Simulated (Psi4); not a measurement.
## Run report: CuH2OF, single-point calculation

The run: single-point calculation of CuH2OF, SMILES [OH2+][Cu-][F]. Method and program: BP86/aug-cc-pVDZ, RKS (Psi4 1.11).

The run did not end well. The geometry comes from this level: PBE0-D4/def2-TZVP.

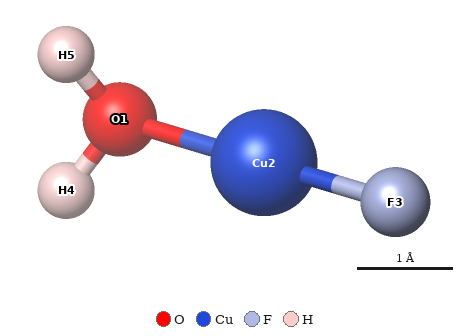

*The structure (ball-and-stick view, seen at a tilt; atoms are numbered from 1 in the order of the input). Sticks mark near contacts.*

Bond lengths as drawn: Cu–F 1.75 Å, Cu–O 1.93 Å and H–O 0.96 Å.

The input (run.py):
```python
import psi4

psi4.set_memory('1600 MB')
psi4.set_num_threads(1)
psi4.core.set_output_file('run.log', False)

mol = psi4.geometry("""
O     -0.782600     0.255300    -0.512100
Cu     0.739500    -0.565800     0.333300
F      2.126600    -1.315400     1.103300
H     -1.468100     0.540600     0.100800
H     -0.565500     1.011500    -1.066900
units angstrom
symmetry c1
""")

psi4.set_options({
    'puream': True,
    'scf_type': 'pk',
    'dft_radial_points': 150,
    'dft_spherical_points': 974,
})

E = psi4.energy('bp86/aug-cc-pVDZ', molecule=mol)
print(f'total energy {E:.8f} hartree = {E * 27.211386:.5f} eV')
for k, v in sorted(psi4.core.scalar_variables().items()):
    print(f'{k:45s} {v:18.10f}')
```

Run as:
```bash
python run.py
```

What the program printed:
```
=> Loading Basis Set <=

    Name: AUG-CC-PVDZ
    Role: ORBITAL
    Keyword: BASIS

         ---------------------------------------------------------
                                   SCF
                              RKS Reference
                        1 Threads,   1525 MiB Core
         ---------------------------------------------------------

  ==> Geometry <==

    Molecular point group: c1
    Full point group: C1

    Geometry (in Angstrom), charge = 0, multiplicity = 1:

       Center              X                  Y                   Z               Mass
    ------------   -----------------  -----------------  -----------------  -----------------
         O           -1.506757967473     0.805120969150    -0.840008624697    15.994914619570
         CU           0.015342032527    -0.015979030850     0.005391375303    62.929597720000
         F            1.402442032527    -0.765579030850     0.775391375303    18.998403162730
         H           -2.192257967473     1.090420969150    -0.227108624697     1.007825032230
         H           -1.289657967473     1.561320969150    -1.394808624697     1.007825032230

  Running in c1 symmetry.

  Rotational constants: A =     11.10554  B =      0.13078  C =      0.12987 [cm^-1]
  Rotational constants: A = 332935.64818  B =   3920.59856  C =   3893.39121 [MHz]
  Nuclear repulsion =  176.639358635737295

  Charge       = 0
  Multiplicity = 1
  Electrons    = 48
  Nalpha       = 24
  Nbeta        = 24

  ==> Algorithm <==

  SCF Algorithm Type is PK.
  DIIS enabled.
  MOM disabled.
  Fractional occupation disabled.
  Guess Type is SAD.
  Energy threshold   = 1.00e-06
  Density threshold  = 1.00e-06
  Integral threshold = 1.00e-12

  ==> Primary Basis <==

  Basis Set: AUG-CC-PVDZ
    Blend: AUG-CC-PVDZ
    Number of shells: 47
    Number of basis functions: 123
    Number of Cartesian functions: 137
    Spherical Harmonics?: true
    Max angular momentum: 3

  ==> DFT Potential <==

   => LibXC <=

    Version 7.1.2

   => Composite Functional: BP86 <=

    BP86 GGA Exchange-Correlation Functional

    Deriv               =              1
    GGA                 =           TRUE
    Meta                =          FALSE

    Exchange Hybrid     =          FALSE
    MP2 Hybrid          =          FALSE

   => Exchange Functionals <=

    1.0000     XC_GGA_X_B88

   => Correlation Functionals <=

    1.0000     XC_GGA_C_P86

   => LibXC Density Thresholds  <==

    XC_GGA_C_P86:  1.00E-15
    XC_GGA_X_B88:  1.00E-15

   => Molecular Quadrature <=

    Radial Scheme          =       TREUTLER
    Pruning Scheme         =           NONE
    Nuclear Scheme         =       TREUTLER

    Blocking Scheme        =         OCTREE
    BS radius alpha        =              1
    Pruning alpha          =              1
    Radial Points          =            150
    Spherical Points       =            974
    Total Points           =         704600
    Total Blocks           =           4889
    Max Points             =            256
    Max Functions          =            123
    Weights Tolerance      =       1.00E-15

  ==> Integral Setup <==

  Using in-core PK algorithm.
   Calculation information:
      Number of atoms:                   5
      Number of AO shells:              47
      Number of primitives:            242
      Number of atomic orbitals:       137
      Number of basis functions:       123

      Integral cutoff                 1.00e-12
      Number of threads:                 1

  Performing in-core PK
  Using 58163502 doubles for integral storage.
```

Outcome:

```tsv
quantity	value
outcome	stopped at the time limit
hardware	1 thread of Intel Xeon @ 2.50GHz (Skylake/Cascade Lake), 189 GiB of memory available, shared host
wall time	4.7 min
peak memory	1.7 GiB
```

What went wrong:

The run was cut off by its time limit, so the output is incomplete.
